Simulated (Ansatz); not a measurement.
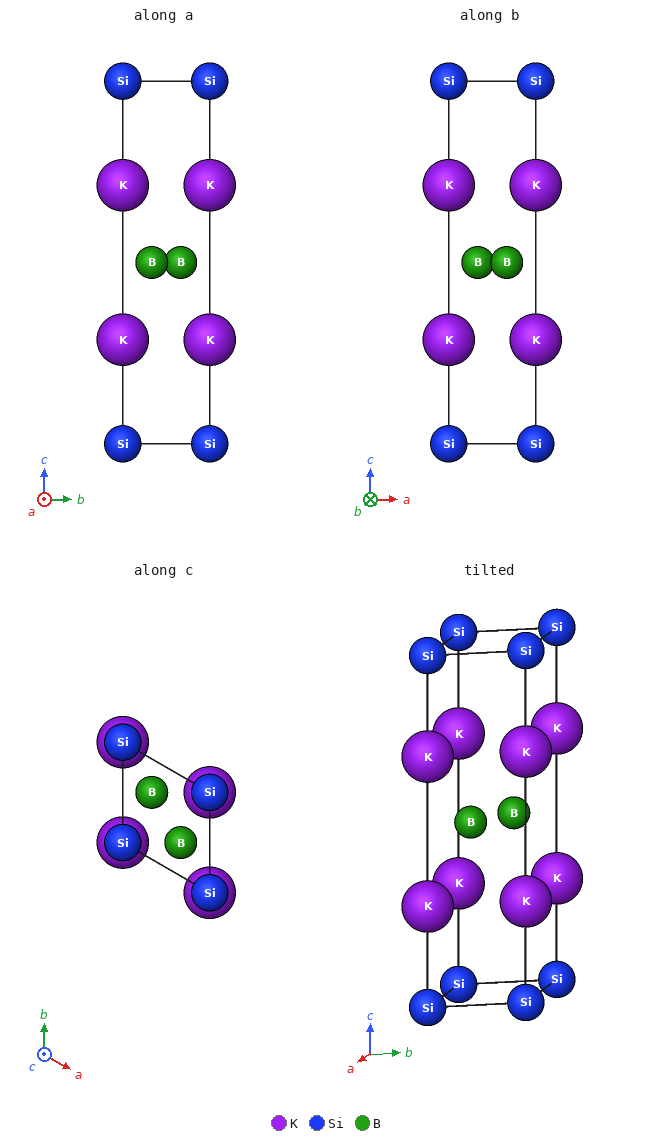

Shown here is a spheres-only view of the crystal, taken along the a axis, along the b axis, along the c axis and slightly off an axis. The wireframe shows the conventional unit cell.

Lattice parameters: a = 3.115 Å, b = 3.115 Å, c = 11.252 Å, α = 90.00°, β = 90.00°, γ = 120.00°. Put a along x and b in the xy plane.

Question: Record the structure as a POSCAR file, with free fractional coordinates to two decimals.

Answer:
```
K Si B
1.0
     3.115    0.000    0.000
    -1.558    2.698    0.000
     0.000    0.000   11.252
K Si B
2 1 2
Direct
  0.00 0.00 0.71
  0.00 0.00 0.29
  0.00 0.00 0.00
  0.3333 0.6667 0.50
  0.6667 0.3333 0.50
```

The structure was taken from a random cell made by a generator, so it need not be a real form of the compound. This is the structure after a relaxation with DFT PBE, scalar-relativistic, plane waves, PAW in Ansatz.
